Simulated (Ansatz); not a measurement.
# Geometry relaxation, with input and output: AlPNH4OF (part 2 of 2)

AlPNH4OF, SMILES [NH2][Al]([F])[PH]O; HF/STO-3G, RHF (Ansatz 0.2.0). The geometry comes from this level: PBE0-D4/def2-TZVP.

Geometry of the input (Å):
```
N  1.4892  1.0046  -0.1858
Al 0.8824  -0.5729  0.2852
F  1.9053  -1.6774  0.9660
P  -1.3227  -1.1961  -0.1584
O  -1.8899  0.3511  -0.4715
H  0.8939  1.7227  -0.5659
H  2.4317  1.3389  -0.0724
H  -1.6432  -1.3102  1.2303
H  -2.6581  0.2930  -1.0446
```

**Trajectory as extended XYZ, continued**
```
9
Properties=species:S:1:pos:R:3:forces:R:3 step=8 energy=-21876.86691
N     1.4880    0.9596   -0.2108   -0.0217  -0.0329  -0.0158
Al    0.8401   -0.5513    0.2632   -0.0534  -0.0233   0.0552
F     1.8508   -1.5487    1.0250    0.0186  -0.0179   0.0119
P    -1.2386   -1.1820   -0.2056    0.0075   0.0330  -0.0388
O    -1.8982    0.3904   -0.3924   -0.0814  -0.0529  -0.0292
H     0.9644    1.7097   -0.6497   -0.0085   0.0205  -0.0110
H     2.4308    1.2806   -0.0140    0.0239   0.0165   0.0013
H    -1.6370   -1.3744    1.1113    0.0521   0.0343  -0.0239
H    -2.7117    0.2698   -0.9441    0.0629   0.0226   0.0503
9
Properties=species:S:1:pos:R:3:forces:R:3 step=9 energy=-21876.86652 accepted=F
N     1.4856    0.9529   -0.2246    0.0361  -0.0280   0.0467
Al    0.8325   -0.5430    0.2884   -0.0740  -0.0349  -0.1564
F     1.8428   -1.5340    1.0561    0.0327  -0.0373   0.0741
P    -1.2341   -1.1780   -0.2297    0.0774   0.1032   0.1326
O    -1.9020    0.3985   -0.3604   -0.1703  -0.1348  -0.1108
H     0.9629    1.6999   -0.6687   -0.0296   0.0350  -0.0267
H     2.4275    1.2769   -0.0267    0.0127   0.0245   0.0026
H    -1.6231   -1.4132    1.0845   -0.0241   0.0174  -0.0824
H    -2.7034    0.2936   -0.9359    0.1390   0.0549   0.1203
9
Properties=species:S:1:pos:R:3:forces:R:3 step=10 energy=-21876.86846
N     1.4893    0.9556   -0.2169    0.0199  -0.0198   0.0041
Al    0.8388   -0.5510    0.2687   -0.0030  -0.0008   0.0080
F     1.8448   -1.5433    1.0451   -0.0141   0.0051  -0.0020
P    -1.2349   -1.1773   -0.2218    0.0012   0.0147   0.0200
O    -1.9052    0.3933   -0.3804   -0.0076  -0.0203  -0.0068
H     0.9664    1.7030   -0.6617   -0.0022   0.0094  -0.0063
H     2.4297    1.2812   -0.0131   -0.0110   0.0082  -0.0058
H    -1.6227   -1.3853    1.0955    0.0069  -0.0054  -0.0230
H    -2.7176    0.2773   -0.9326    0.0100   0.0090   0.0118
9
Properties=species:S:1:pos:R:3:forces:R:3 step=11 energy=-21876.86929
N     1.4998    0.9531   -0.2288   -0.0118  -0.0049  -0.0062
Al    0.8362   -0.5426    0.2717   -0.0066  -0.0106   0.0147
F     1.8319   -1.5244    1.0741   -0.0179  -0.0055  -0.0013
P    -1.2320   -1.1724   -0.2386    0.0168  -0.0055  -0.0147
O    -1.9179    0.3941   -0.3568   -0.0070   0.0132  -0.0035
H     0.9832    1.6997   -0.6824   -0.0007   0.0109  -0.0108
H     2.4366    1.2797   -0.0123    0.0143   0.0132   0.0003
H    -1.6213   -1.4199    1.0703    0.0004  -0.0090   0.0111
H    -2.7278    0.2864   -0.9143    0.0125  -0.0018   0.0104
9
Properties=species:S:1:pos:R:3:forces:R:3 step=12 energy=-21876.86915 accepted=F
N     1.5242    0.9456   -0.2647   -0.0541   0.0204  -0.0148
Al    0.8260   -0.5204    0.2807    0.0847  -0.0682   0.0688
F     1.7870   -1.4668    1.1703   -0.1090   0.0681  -0.0842
P    -1.2228   -1.1609   -0.2956   -0.0750   0.1417   0.1622
O    -1.9439    0.4006   -0.2790    0.0524  -0.1776  -0.0076
H     1.0289    1.6819   -0.7604    0.0458  -0.0442   0.0264
H     2.4480    1.2808   -0.0068   -0.0106   0.0129  -0.0129
H    -1.6109   -1.5331    0.9898    0.0353   0.0584  -0.1606
H    -2.7478    0.3261   -0.8514    0.0305  -0.0115   0.0226
9
Properties=species:S:1:pos:R:3:forces:R:3 step=13 energy=-21876.87029
N     1.5110    0.9502   -0.2462   -0.0192   0.0038  -0.0026
Al    0.8305   -0.5311    0.2773    0.0307  -0.0177   0.0120
F     1.8076   -1.4981    1.1207   -0.0337   0.0124  -0.0147
P    -1.2270   -1.1665   -0.2671    0.0248  -0.0045   0.0234
O    -1.9284    0.3967   -0.3182   -0.0210   0.0093  -0.0126
H     1.0058    1.6908   -0.7231    0.0159  -0.0123   0.0054
H     2.4416    1.2814   -0.0088   -0.0044   0.0083  -0.0069
H    -1.6162   -1.4743    1.0296    0.0012  -0.0063  -0.0127
H    -2.7363    0.3046   -0.8812    0.0059   0.0070   0.0088
9
Properties=species:S:1:pos:R:3:forces:R:3 step=14 energy=-21876.87041
N     1.5268    0.9478   -0.2629   -0.0288   0.0104  -0.0016
Al    0.8266   -0.5175    0.2830    0.0455  -0.0029   0.0193
F     1.7813   -1.4696    1.1692   -0.0484   0.0299  -0.0340
P    -1.2203   -1.1564   -0.2957   -0.0609   0.0675   0.0856
O    -1.9487    0.3990   -0.2778    0.0428  -0.0989  -0.0004
H     1.0354    1.6817   -0.7653    0.0372  -0.0414   0.0282
H     2.4514    1.2821   -0.0056   -0.0228   0.0064  -0.0169
H    -1.6106   -1.5325    0.9853    0.0245   0.0315  -0.0889
H    -2.7535    0.3191   -0.8474    0.0109  -0.0027   0.0086
9
Properties=species:S:1:pos:R:3:forces:R:3 step=15 energy=-21876.87078
N     1.5232    0.9488   -0.2592   -0.0103  -0.0026   0.0005
Al    0.8272   -0.5202    0.2798    0.0404  -0.0115   0.0338
F     1.7821   -1.4743    1.1633   -0.0358   0.0251  -0.0309
P    -1.2212   -1.1587   -0.2922   -0.0089   0.0279   0.0157
O    -1.9420    0.3980   -0.2835    0.0080  -0.0312  -0.0067
H     1.0311    1.6813   -0.7620    0.0166  -0.0166   0.0116
H     2.4481    1.2838   -0.0047   -0.0142   0.0038  -0.0117
H    -1.6103   -1.5222    0.9900    0.0062  -0.0006  -0.0144
H    -2.7495    0.3171   -0.8487   -0.0019   0.0057   0.0021
9
Properties=species:S:1:pos:R:3:forces:R:3 step=16 energy=-21876.87079
N     1.5233    0.9490   -0.2587   -0.0107  -0.0026  -0.0003
Al    0.8275   -0.5202    0.2801    0.0316  -0.0118   0.0296
F     1.7818   -1.4743    1.1639   -0.0332   0.0237  -0.0291
P    -1.2210   -1.1587   -0.2928   -0.0001   0.0241   0.0115
O    -1.9407    0.3984   -0.2854   -0.0061  -0.0269  -0.0091
H     1.0312    1.6810   -0.7622    0.0160  -0.0168   0.0116
H     2.4482    1.2841   -0.0049   -0.0126   0.0036  -0.0106
H    -1.6106   -1.5222    0.9892    0.0045   0.0025  -0.0121
H    -2.7512    0.3167   -0.8464    0.0105   0.0042   0.0085
9
Properties=species:S:1:pos:R:3:forces:R:3 step=17 energy=-21876.87037 accepted=F
N     1.5242    0.9502   -0.2564    0.0117  -0.0008   0.0254
Al    0.8236   -0.5118    0.2937    0.0425  -0.0424  -0.0542
F     1.7795   -1.4748    1.1650   -0.0225   0.0233   0.0072
P    -1.2179   -1.1550   -0.2960    0.0265   0.0084   0.0133
O    -1.9460    0.3966   -0.2823   -0.0147   0.0148  -0.0055
H     1.0335    1.6822   -0.7598   -0.0058   0.0085  -0.0089
H     2.4552    1.2791   -0.0171   -0.0085   0.0040   0.0012
H    -1.6094   -1.5266    0.9818   -0.0258  -0.0217   0.0226
H    -2.7541    0.3138   -0.8461   -0.0035   0.0058  -0.0011
9
Properties=species:S:1:pos:R:3:forces:R:3 step=18 energy=-21876.87091
N     1.5249    0.9498   -0.2578    0.0018  -0.0060   0.0052
Al    0.8276   -0.5170    0.2841    0.0074  -0.0046   0.0090
F     1.7793   -1.4731    1.1670   -0.0093   0.0064  -0.0052
P    -1.2187   -1.1556   -0.2945   -0.0051  -0.0032  -0.0123
O    -1.9442    0.3977   -0.2819   -0.0038   0.0058  -0.0016
H     1.0344    1.6799   -0.7645   -0.0009   0.0016  -0.0022
H     2.4514    1.2837   -0.0090   -0.0013   0.0029  -0.0028
H    -1.6122   -1.5273    0.9833    0.0065  -0.0031   0.0081
H    -2.7538    0.3157   -0.8439    0.0046   0.0002   0.0019
9
Properties=species:S:1:pos:R:3:forces:R:3 step=19 energy=-21876.87095
N     1.5269    0.9494   -0.2598    0.0068  -0.0035   0.0048
Al    0.8256   -0.5141    0.2855   -0.0003   0.0023  -0.0146
F     1.7700   -1.4673    1.1783    0.0052  -0.0026   0.0064
P    -1.2174   -1.1535   -0.3027    0.0050  -0.0006   0.0054
O    -1.9470    0.3978   -0.2735   -0.0012   0.0026   0.0029
H     1.0404    1.6764   -0.7745   -0.0058   0.0043  -0.0043
H     2.4525    1.2841   -0.0087    0.0031   0.0020   0.0011
H    -1.6053   -1.5383    0.9732   -0.0118  -0.0039  -0.0001
H    -2.7572    0.3194   -0.8348   -0.0010  -0.0007  -0.0015
9
Properties=species:S:1:pos:R:3:forces:R:3 step=20 energy=-21876.87098
N     1.5275    0.9494   -0.2607    0.0035  -0.0014   0.0023
Al    0.8257   -0.5135    0.2857   -0.0023   0.0004  -0.0067
F     1.7699   -1.4659    1.1799    0.0045  -0.0020   0.0048
P    -1.2172   -1.1533   -0.3028   -0.0032   0.0033   0.0054
O    -1.9476    0.3978   -0.2708    0.0009  -0.0040   0.0017
H     1.0411    1.6761   -0.7761   -0.0028   0.0010  -0.0017
H     2.4529    1.2844   -0.0091    0.0015   0.0013   0.0003
H    -1.6075   -1.5418    0.9714   -0.0009   0.0013  -0.0053
H    -2.7562    0.3206   -0.8346   -0.0012   0.0001  -0.0009
9
Properties=species:S:1:pos:R:3:forces:R:3 step=21 energy=-21876.87099
N     1.5286    0.9492   -0.2616    0.0030   0.0004   0.0003
Al    0.8257   -0.5127    0.2859   -0.0046   0.0007  -0.0025
F     1.7680   -1.4637    1.1833    0.0043  -0.0017   0.0033
P    -1.2168   -1.1524   -0.3046   -0.0060   0.0030   0.0055
O    -1.9491    0.3977   -0.2672    0.0030  -0.0051   0.0014
H     1.0431    1.6751   -0.7792   -0.0017  -0.0004  -0.0003
H     2.4535    1.2847   -0.0091    0.0009   0.0005   0.0003
H    -1.6075   -1.5461    0.9680    0.0025   0.0026  -0.0070
H    -2.7568    0.3219   -0.8326   -0.0014   0.0000  -0.0009
9
Properties=species:S:1:pos:R:3:forces:R:3 step=22 energy=-21876.87100
N     1.5295    0.9491   -0.2626    0.0029   0.0020  -0.0011
Al    0.8255   -0.5118    0.2862   -0.0048  -0.0005   0.0006
F     1.7660   -1.4616    1.1870    0.0027   0.0000   0.0009
P    -1.2164   -1.1515   -0.3067   -0.0053   0.0021   0.0050
O    -1.9505    0.3976   -0.2638    0.0032  -0.0044   0.0006
H     1.0450    1.6740   -0.7824   -0.0008  -0.0014   0.0006
H     2.4540    1.2850   -0.0091    0.0003  -0.0002   0.0004
H    -1.6070   -1.5501    0.9644    0.0029   0.0023  -0.0063
H    -2.7576    0.3231   -0.8302   -0.0012   0.0002  -0.0005
9
Properties=species:S:1:pos:R:3:forces:R:3 step=23 energy=-21876.87100
N     1.5301    0.9489   -0.2632    0.0023   0.0026  -0.0012
Al    0.8252   -0.5112    0.2867   -0.0029  -0.0026   0.0014
F     1.7651   -1.4604    1.1890    0.0002   0.0021  -0.0011
P    -1.2162   -1.1510   -0.3079   -0.0026   0.0017   0.0040
O    -1.9512    0.3975   -0.2619    0.0016  -0.0032  -0.0006
H     1.0460    1.6735   -0.7840    0.0000  -0.0018   0.0011
H     2.4544    1.2851   -0.0092   -0.0005  -0.0005   0.0003
H    -1.6068   -1.5524    0.9622    0.0021   0.0012  -0.0041
H    -2.7580    0.3238   -0.8289   -0.0004   0.0005   0.0002
9
Properties=species:S:1:pos:R:3:forces:R:3 step=24 energy=-21876.87100
N     1.5304    0.9487   -0.2635    0.0020   0.0016  -0.0009
Al    0.8251   -0.5112    0.2866   -0.0014  -0.0021   0.0021
F     1.7645   -1.4597    1.1901   -0.0009   0.0023  -0.0022
P    -1.2162   -1.1508   -0.3086    0.0008   0.0005   0.0011
O    -1.9514    0.3975   -0.2612   -0.0001  -0.0010  -0.0009
H     1.0465    1.6731   -0.7849    0.0000  -0.0010   0.0007
H     2.4544    1.2852   -0.0089   -0.0006  -0.0006   0.0002
H    -1.6063   -1.5532    0.9612   -0.0001  -0.0002  -0.0006
H    -2.7584    0.3241   -0.8279    0.0003   0.0006   0.0005
9
Properties=species:S:1:pos:R:3:forces:R:3 step=25 energy=-21876.87100
N     1.5306    0.9487   -0.2637    0.0009   0.0011  -0.0001
Al    0.8249   -0.5108    0.2869    0.0002  -0.0026   0.0002
F     1.7644   -1.4593    1.1905   -0.0011   0.0020  -0.0013
P    -1.2161   -1.1507   -0.3088    0.0015   0.0007   0.0001
O    -1.9516    0.3975   -0.2609   -0.0010  -0.0005  -0.0009
H     1.0468    1.6730   -0.7850    0.0001  -0.0004   0.0002
H     2.4546    1.2850   -0.0091   -0.0005  -0.0004   0.0002
H    -1.6064   -1.5538    0.9606   -0.0006  -0.0005   0.0009
H    -2.7586    0.3241   -0.8276    0.0005   0.0005   0.0006
9
Properties=species:S:1:pos:R:3:forces:R:3 step=26 energy=-21876.87100 accepted=F
N     1.5306    0.9487   -0.2639    0.0018   0.0000   0.0007
Al    0.8248   -0.5108    0.2867    0.0012  -0.0012   0.0010
F     1.7644   -1.4591    1.1903   -0.0010   0.0013  -0.0010
P    -1.2162   -1.1508   -0.3086   -0.0015   0.0001  -0.0021
O    -1.9518    0.3973   -0.2607    0.0006   0.0015   0.0014
H     1.0471    1.6732   -0.7852   -0.0006   0.0002  -0.0002
H     2.4546    1.2848   -0.0087   -0.0007   0.0000  -0.0004
H    -1.6062   -1.5540    0.9609   -0.0009   0.0006   0.0004
H    -2.7586    0.3244   -0.8279    0.0010  -0.0025   0.0001
9
Properties=species:S:1:pos:R:3:forces:R:3 step=27 energy=-21876.87100
N     1.5307    0.9487   -0.2638    0.0005   0.0002  -0.0001
Al    0.8250   -0.5109    0.2867    0.0001  -0.0011   0.0013
F     1.7644   -1.4591    1.1905   -0.0006   0.0010  -0.0009
P    -1.2161   -1.1507   -0.3088   -0.0002   0.0000  -0.0011
O    -1.9516    0.3974   -0.2608   -0.0002   0.0003  -0.0003
H     1.0469    1.6731   -0.7851    0.0000   0.0000   0.0000
H     2.4546    1.2850   -0.0089   -0.0002  -0.0002   0.0001
H    -1.6066   -1.5539    0.9606    0.0004  -0.0002   0.0008
H    -2.7587    0.3242   -0.8275    0.0003  -0.0001   0.0002
```

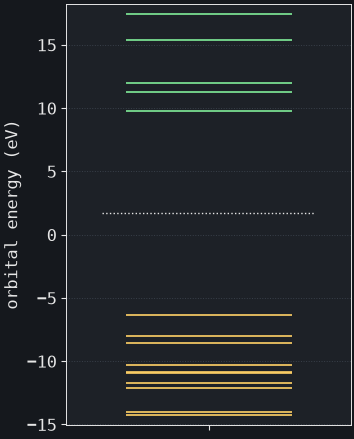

Figure 1. Orbital energies near the frontier; the dotted line parts filled from empty levels, and levels within 0.02 eV of each other stand side by side. Highest filled −6.32 eV, lowest empty 9.80 eV, 16.12 eV apart.

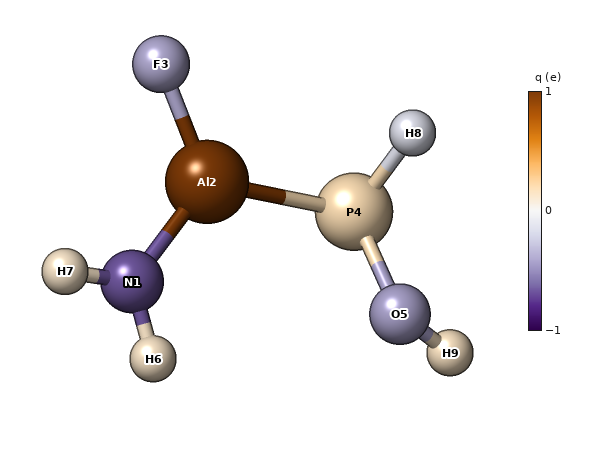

Figure 2. Mulliken charges, as the colour of each atom (ball-and-stick view, seen at an oblique angle; atoms are numbered from 1 in the order of the input; Mulliken charges depend strongly on the basis). By element: N −0.67, Al +1.00, F −0.39, P +0.20, O −0.42 and H −0.14 to +0.15 e.
